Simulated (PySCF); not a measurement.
**F5Nb, SMILES `F[Nb](F)(F)(F)F`: what the electrons do**

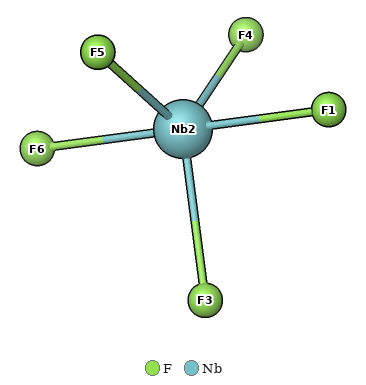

The molecule, with its atoms numbered as below. No frequency check shows the geometry to be a minimum.

Coordinates in Å:

```
F1       1.7853   -0.0002   -0.0014
Nb2     -0.0001   -0.0001   -0.0000
F3      -0.0006   -1.7552   -0.4730
F4      -0.0009    1.2873   -1.2835
F5       0.0021    0.4681    1.7566
F6      -1.7853    0.0003    0.0015
```

## 1. Bonding charge

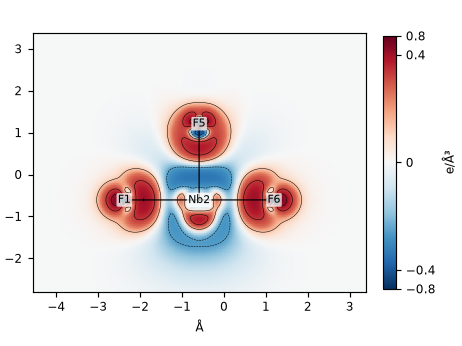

Deformation density (molecule less spherical, spin-averaged free atoms) in the plane of F1, Nb2, F5 and F6; colour scale in e/Å³, logarithmic beyond ±0.1; red: gain, blue: loss.

Method: PBE/def2-TZVP; geometry: GFN2-xTB; program: PySCF. Core potentials replace the inner electrons of Nb; spin–orbit coupling isn't included. This is a single-reference result, which may miss multireference character in this system.

**How much density has each bond in this plane gained at its critical point, relative to the free atoms?**

Nb2–F5: +0.10 e/Å³ at the bond critical point (bond length 1.82 Å, Mayer order 1.0); up to 0.6 Å beside the axis the gain reaches +0.28 e/Å³. Nb2–F6 and F1–Nb2: +0.09 e/Å³ at the bond critical point (bond length 1.78 Å, Mayer order 1.0); up to 0.6 Å beside the axis the gain reaches +0.31 e/Å³. In all, 1.4 electrons gather in the regions of gain relative to the promolecule. A small or negative value marks a very polar bond, one between electron-rich atoms, whose free-atom densities already overlap strongly, a long bond to a heavier atom, or a closed-shell contact such as a hydrogen bond.

**Where do the Hirshfeld charges lie?**

The highest Hirshfeld charge is on Nb2 (+0.90 e), the lowest on F1 and F6 (−0.19 e).

| atom | charge (e) |
| --- | --- |
| F1 | −0.19 |
| Nb2 | +0.90 |
| F3 | −0.17 |
| F4 | −0.17 |
| F5 | −0.17 |
| F6 | −0.19 |

## 2. Bond critical points

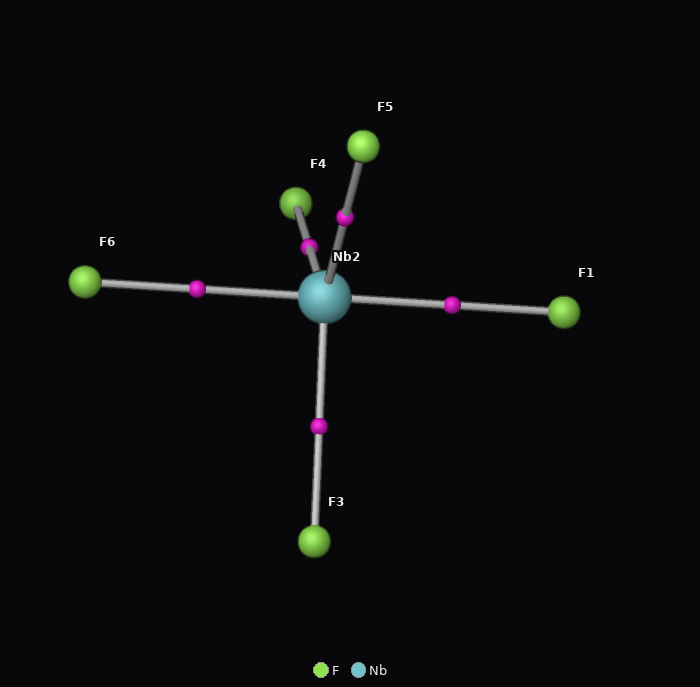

Molecular graph of the electron density (QTAIM): bond paths, bond critical points (magenta), ring points (cyan, if any); weak paths are dashed.

**How many critical points of each kind are there, and does the count close?**

6 nuclei, 5 bond, 0 ring and 0 cage critical points: 6 − 5 + 0 − 0 = 1, as the Poincaré–Hopf relation requires.

**Tabulate density, Laplacian, ellipticity and energy density at the bond critical points (atomic units).**

```
            bond  length (Å)  ρ (a.u.)  ∇²ρ (a.u.)     ε  H (a.u.)
Nb2–F6 (2 alike)       1.785     0.187       +0.95  0.00    −0.078
Nb2–F3 (3 alike)       1.818     0.175       +0.77  0.04    −0.071
```

**What kind of interaction is Nb2–F6?**

Polar or intermediate (positive Laplacian, negative energy density H): ρ = 0.187, ∇²ρ = +0.95, H = −0.078 a.u.

## 3. Local ionisation energy

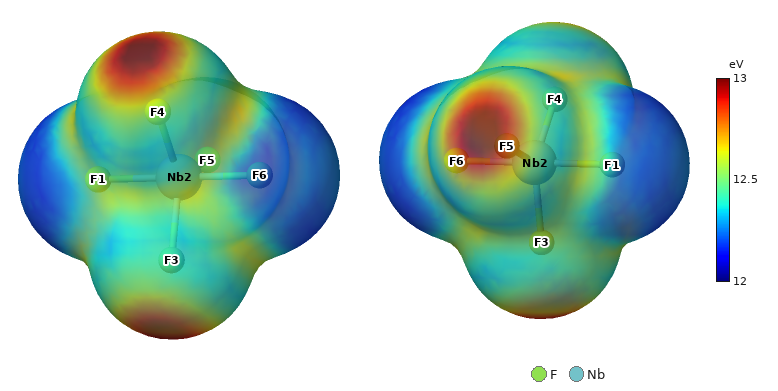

Average local ionisation energy on the surface of electron density 0.001 a.u. (back view left, front view right).

**Locate the minima of the map.**

The lowest value is 12.2 eV, 1.7 Å from F1, and at like points elsewhere. For comparison, the highest occupied orbital lies at −10.3 eV.

**What volume does the surface enclose, and what is the dipole moment?**

About 96 Å³; the dipole moment is 0.0 D.

## 4. In an electric field

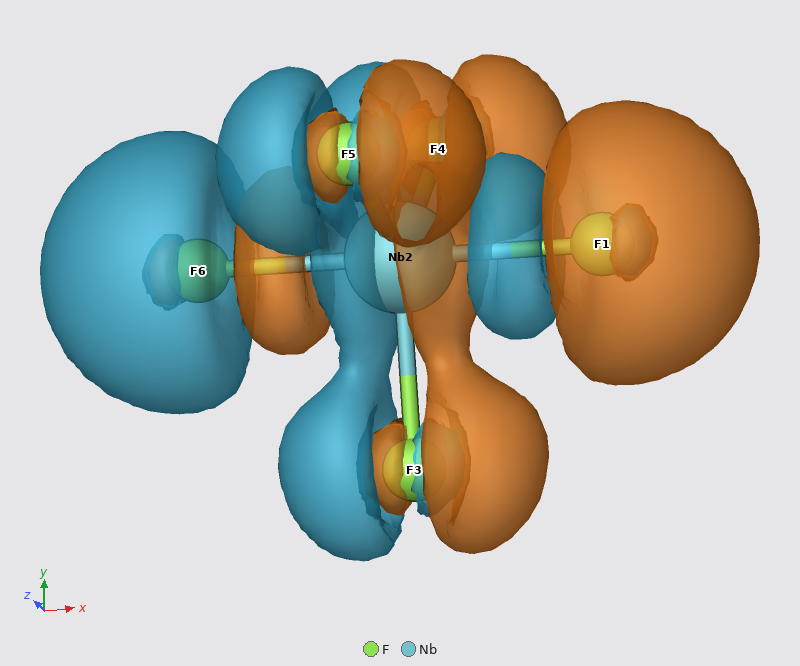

Change of the electron density in a uniform field of 0.10 V/Å, surfaces at ±0.0004 e/Å³ (light blue: gain, orange: loss).

Computed with PySCF, TPSSh/def2-TZVP, geometry: GFN2-xTB. Core potentials replace the inner electrons of Nb; spin–orbit coupling isn't included. This is a single-reference result, which may miss multireference character in this system. A basis without diffuse functions makes polarisabilities too small.

The field was applied in both directions; the picture shows the one opposite to the script's first.

**Along which Cartesian direction does the field point?**

Along +x: electrons gather on the −x side, against the field.

**What dipole is induced, and what polarisability does it imply?**

The induced dipole is 0.20 D (along the field); α along this axis, from the fields in both directions, is 39 bohr³ (5.8 Å³).

## 5. Localised orbitals

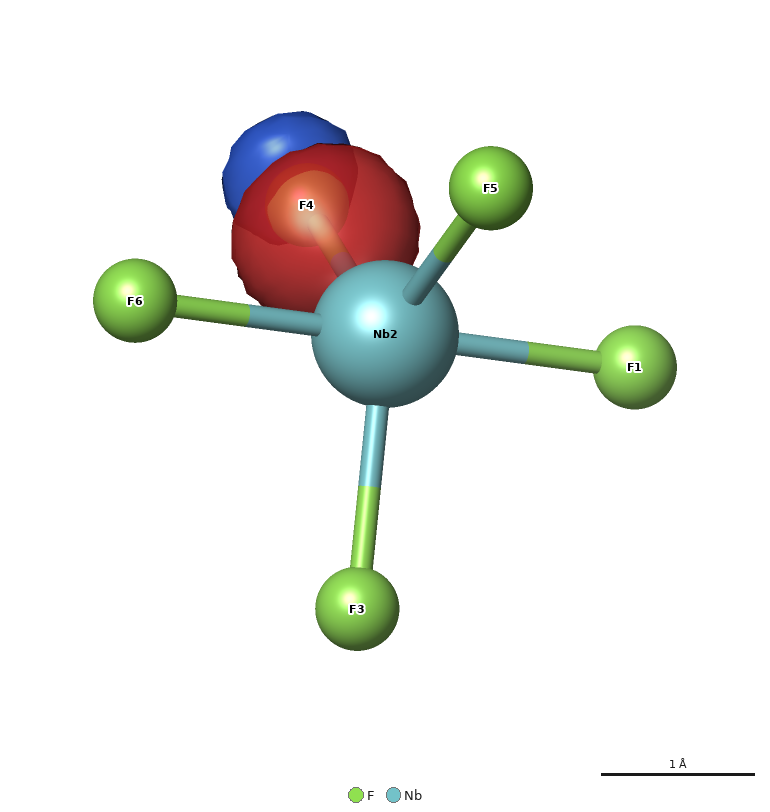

Pipek–Mezey orbitals, occupied; each surface holds about 70 % of the orbital's density. Energies are diagonal elements of the Fock matrix.

Computed with PySCF, PBE0/def2-SVPD, geometry: GFN2-xTB. Core potentials replace the inner electrons of Nb; spin–orbit coupling isn't included. This is a single-reference result, which may miss multireference character in this system.

**What does this orbital represent?**

Pair mostly on F4, shared in part with Nb2 (F4 85 %, Nb2 14 %; −17.6 eV).
